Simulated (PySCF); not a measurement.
# C7H11FOSi (SMILES CC#C/C=C(\C)O[SiH2]CF): what the fields show

Input

```
{"job": {"kind": "nmr", "xc": "PBE0", "basis": "pcSseg-1"}, "charge": 0, "multiplicity": 1}
C     -4.714413     0.419641    -0.889646
C     -3.294478     0.617993    -0.705610
C     -2.110133     0.768195    -0.552622
C     -0.730413     0.995270    -0.395131
C      0.135381     0.068841     0.032242
C     -0.239352    -1.326064     0.408774
O      1.448592     0.405195     0.123457
Si     2.753036    -0.316649     0.755553
C      4.118196     0.913220     0.243188
F      5.336817     0.486102     0.733430
H     -5.106336    -0.235375    -0.111400
H     -4.904859    -0.036966    -1.861433
H     -5.234764     1.376104    -0.842257
H     -0.371956     1.984496    -0.645478
H     -1.310210    -1.467243     0.296148
H      0.050375    -1.520583     1.440986
H      0.289080    -2.036345    -0.226143
H      3.013843    -1.635414     0.174837
H      2.663344    -0.413889     2.214252
H      4.238408     0.994795    -0.839890
H      3.960921     1.916661     0.646271
```

Launched as:

```sh
OMP_NUM_THREADS=1 python probes_run.py task.json out
```

Geometry: GFN2-xTB.

Theory: PySCF, PBE0/pcSseg-1, SCF density, gas phase, non-relativistic.

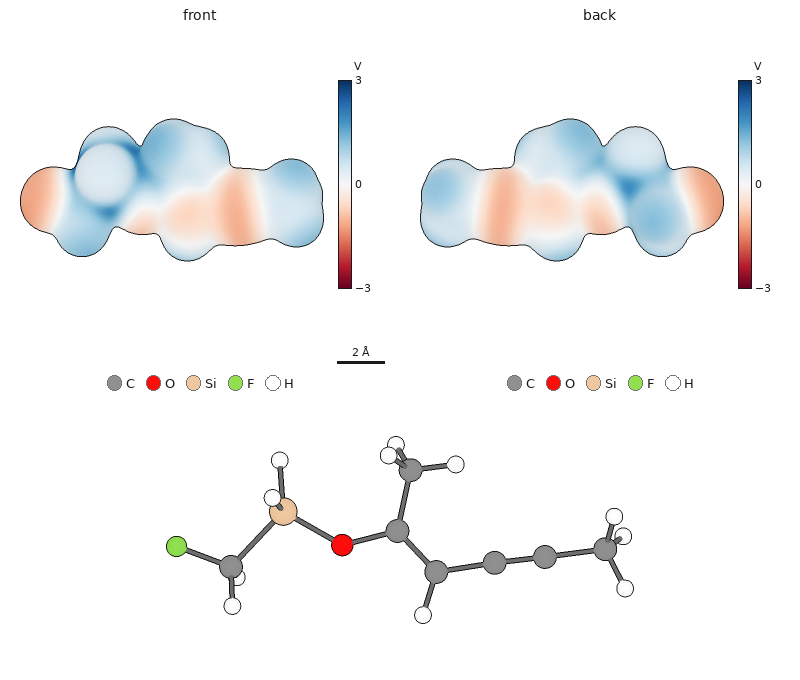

Figure 1. The electrostatic potential painted on the density surface at 0.004 e/bohr³, seen from the front and from behind; red is negative and blue positive. The bare structure is drawn below in the same view.

Q: Where is the surface potential most negative and most positive?

A: The most negative region (about −1.2 V, or −28 kcal/mol for a unit charge) lies over F10, the most positive (about +2.1 V, or +48 kcal/mol for a unit charge) over Si8.

Q: What dipole moment does the calculation give?

A: Its dipole moment is 2.15 D.

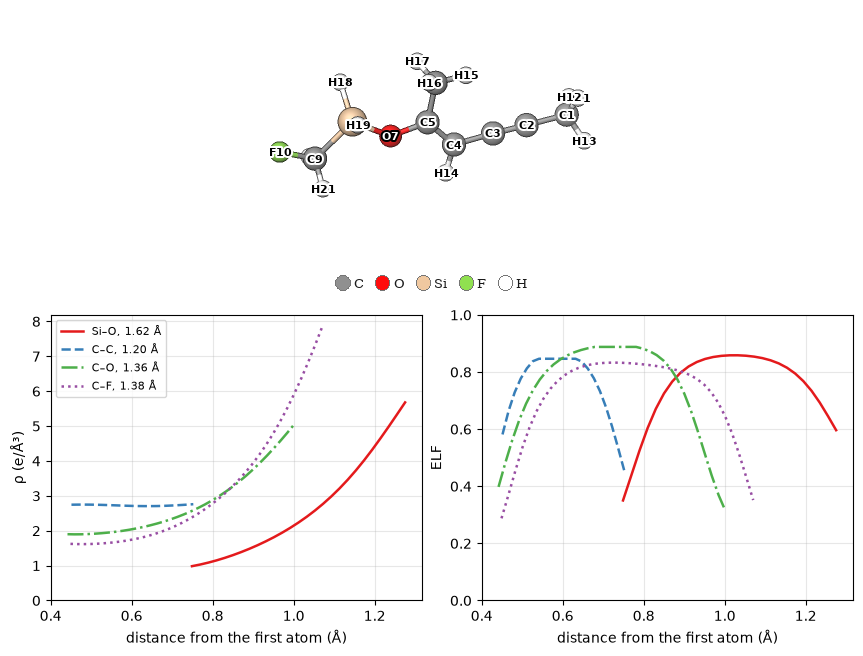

Figure 2. Electron density and ELF along straight lines between neighbouring atoms. The curves leave out the atomic cores. The structure is drawn too.

Q: Compare the contacts.

A: Si–O (1.62 Å): the density is about 1.2 e/Å³ at the midpoint; the ELF peaks at about 0.85 between the atoms: a short, strongly polar bond.
C–C (1.20 Å): ρ at the midpoint is about 2.7 e/Å³; the ELF peaks at about 0.85 between the atoms (a short, multiple covalent bond).
C–O (1.36 Å): ρ is about 2.3 e/Å³ halfway, with its minimum of 1.9 e/Å³ about 0.5 Å from C; the ELF peaks at about 0.90 between the atoms (a polar covalent bond).
C–F (1.38 Å): the density is about 2 e/Å³ at the midpoint, with its minimum of 1.6 e/Å³ about 0.5 Å from C; the ELF peaks at about 0.85 between the atoms; a shared but strongly polarised pair.
